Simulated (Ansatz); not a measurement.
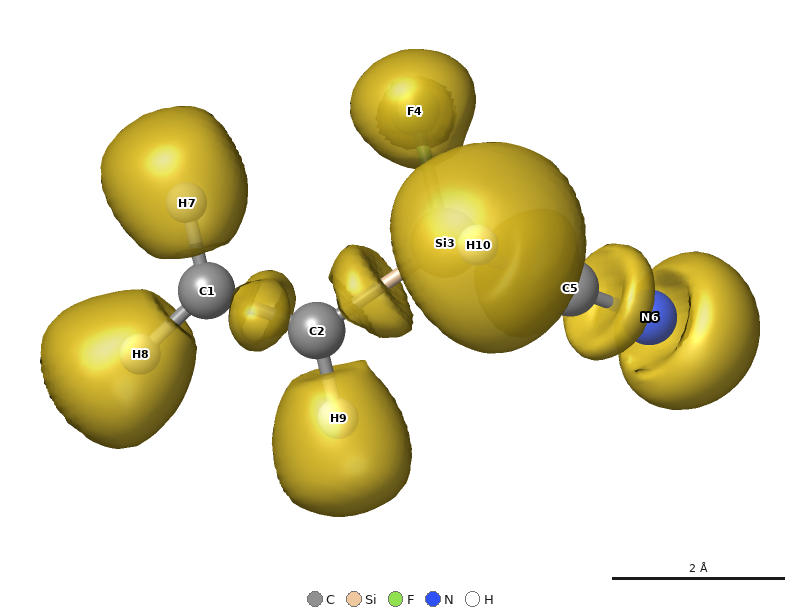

Figure 1: C$_{3}$H$_{4}$FNSi. Isosurface of the electron localisation function at 0.8 (yellow), seen at a tilt. Core shells and regions of very low density are left out.

These are results of Ansatz 0.2.0, SCF PBE0, Gaussian basis, not measurements.

```xyz
10

C    -0.7372   -1.6838   -0.6803
C    -0.2898   -0.3989   -0.7469
Si    0.6648    0.4571    0.5542
F     0.5007   -0.3229    1.9388
C     0.2363    2.2610    0.7517
N    -0.0471    3.4080    0.8664
H    -0.6256   -2.2822    0.1776
H    -1.3162   -2.0279   -1.5311
H    -0.4448    0.2306   -1.5863
H     2.1419    0.3079    0.2587
```

Q: Identify the bonds, lone pairs and shells in this picture.

A: At this value the surface marks out one region between bonded C–C atoms (shared pairs), one region between bonded C–N atoms (shared pairs), two regions between bonded C–Si atoms (shared pairs), four regions around hydrogen nuclei, one lobe on N, pointing away from the bonds (lone pairs) and one region wrapped around F (its lone pairs, merged into a ring or cap). Along the contacts the grid gives the following. C–N (1.19 Å): the ELF peaks at about 0.85 between the atoms; a short, multiple covalent bond. C–C (1.36 Å): the ELF peaks at about 0.95 between the atoms, as expected for localised, covalent bonding.
